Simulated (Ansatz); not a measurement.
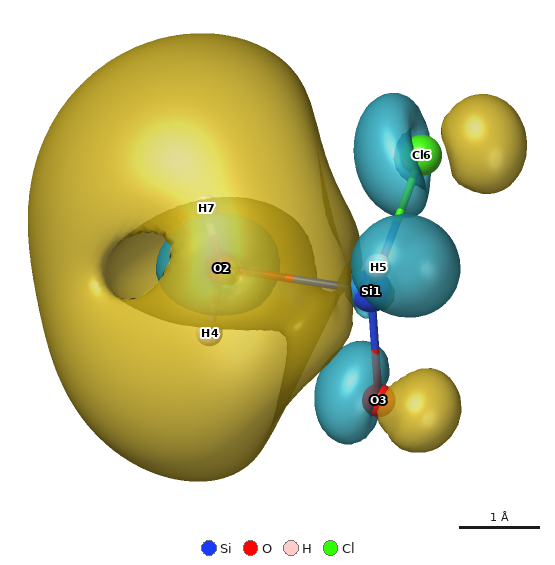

ClH3O2Si. One frontier orbital at ±0.06 Å⁻³ᐟ² (yellow and cyan are the two phases), seen at an oblique angle.

The product side of a reaction path; geometry: PBE0-D4/def2-TZVP.

Theory: RKS PBE0-D4/def2-TZVPP in Ansatz.

```yaml
atoms:
  - { symbol: Si, position_ang: [-0.6945, 0.2832, 0.3466] }
  - { symbol: O, position_ang: [1.0724, 0.0695, -0.4011] }
  - { symbol: O, position_ang: [-1.4172, 0.6821, -0.9338] }
  - { symbol: H, position_ang: [0.8126, 0.2300, -1.3280] }
  - { symbol: H, position_ang: [-0.3760, 1.1720, 1.4788] }
  - { symbol: Cl, position_ang: [-0.8243, -1.6094, 1.1639] }
  - { symbol: H, position_ang: [1.4271, -0.8277, -0.3265] }
```

Which orbital is it: HOMO or LUMO?

The LUMO, at −0.50 eV. By Hirshfeld shares it lies mainly on H7 (about 40 %), H4 (about 20 %), O2 (about 20 %) and Si1 (about 10 %).
